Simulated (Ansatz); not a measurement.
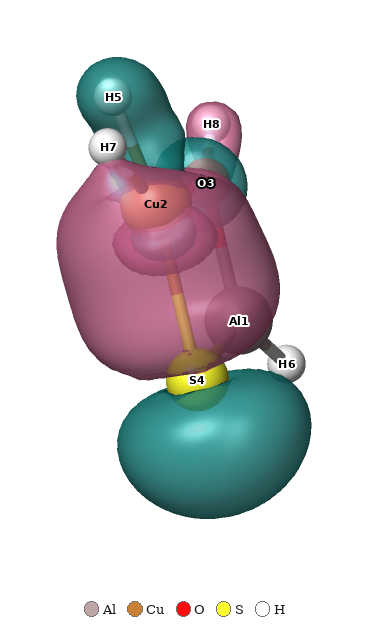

The picture shows: AlCuH$_{4}$OS. The HOMO−1 at ±0.1 Å⁻³ᐟ² (teal and pink are the two phases), seen at an oblique angle.

Geometry: r2SCAN-D4/def2-SVP.

Level of theory: isolated molecule in a Gaussian basis; Kohn-Sham density functional theory, functional PBE0 in Ansatz 0.2.0.

```yaml
atoms:
  - { symbol: Al, position_ang: [-0.5725, -1.3728, 1.1635] }
  - { symbol: Cu, position_ang: [1.1063, 0.0976, -0.3417] }
  - { symbol: O, position_ang: [0.0743, 0.2571, 1.4301] }
  - { symbol: S, position_ang: [0.2823, -1.9740, -0.6776] }
  - { symbol: H, position_ang: [1.9846, 1.3976, -0.7066] }
  - { symbol: H, position_ang: [-1.5517, -1.9525, 2.2630] }
  - { symbol: H, position_ang: [2.0963, 0.8321, -1.3341] }
  - { symbol: H, position_ang: [-0.0354, 0.9117, 2.1272] }
```

Q: What is the character of this orbital?

A: By Hirshfeld shares it lies mainly on S4 (about 55 %) and Cu2 (about 30 %); it is symmetric in the molecular plane (an in-plane orbital: σ, lone-pair or in-plane π type). Its energy is −6.95 eV.
